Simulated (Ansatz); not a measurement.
Partial pair distribution functions of a relaxed model of amorphous Nb$_{10}$Te$_{40}$, broadened by 0.06 Å; density 7.05 g/cm³. Method: PBE-D3(BJ), scalar-relativistic without spin-orbit coupling, PAW (Ansatz default set, large-core Te) (plane waves to 420 eV; Ansatz, a first-principles code).

The cell was made by melting and quenching with the CHGNet potential and then relaxed with DFT. The hot cell started wider than the set density and was brought back towards it in steps. It is the lowest in DFT energy of 3 quenches. It is a model cell: composition and starting density were chosen by hand, and all elements were melted together. The geometry includes D3(BJ) dispersion. Its density started from a set value of 6.50 and ended at 7.05 g/cm³. Cooling (nominally 53 K/ps over its main leg) ran many orders faster than in experiment, which tends to leave more defects and strain. A cell of this size samples the disorder only roughly. Volume and shape were free in the relaxation. On a 2×2×2 Γ-centred mesh force components of up to 0.37 eV/Å stay, since the relaxation ran on one k-point at (1/4, 1/4, 1/4).

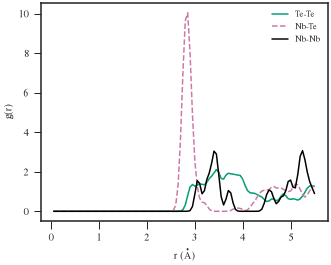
*Partial pair distribution functions*

Highest peaks under 4.5 Å: Te-Te near 3.45 Å, Nb-Te near 2.85 Å, Nb-Nb near 3.40 Å; pairs of few atoms are noisy.

Within 3.31 Å each Te has 2.20 Te neighbours on average.
